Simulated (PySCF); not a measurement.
```xyz
2

Fe    0.0000    0.0000   -1.7012
I     0.0000    0.0000    0.7498
```

⟨S²⟩ = 3.90, above the pure value of 3.75; core potentials replace the inner electrons of I.

These are results of PBE0/def2-TZVPP, non-relativistic Hamiltonian with scalar-relativistic core potentials where named, at a bond length of 2.451 Å in PySCF, not measurements.

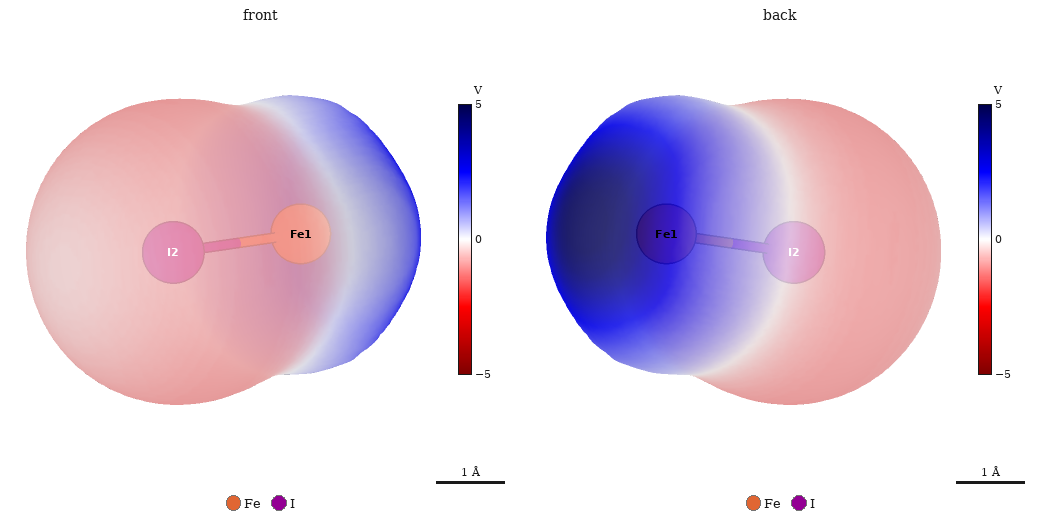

FeI (quartet). The molecular electrostatic potential painted on the density surface at 0.002 e/bohr³, seen from the front and from behind; red is negative and blue positive.

**Which sites attract a positive test charge, and which a negative one?**

A positive charge is drawn to the negative regions and a negative charge to the positive ones. The most negative region (about −0.9 V) lies over I2, the most positive (about +4.8 V) over Fe1.
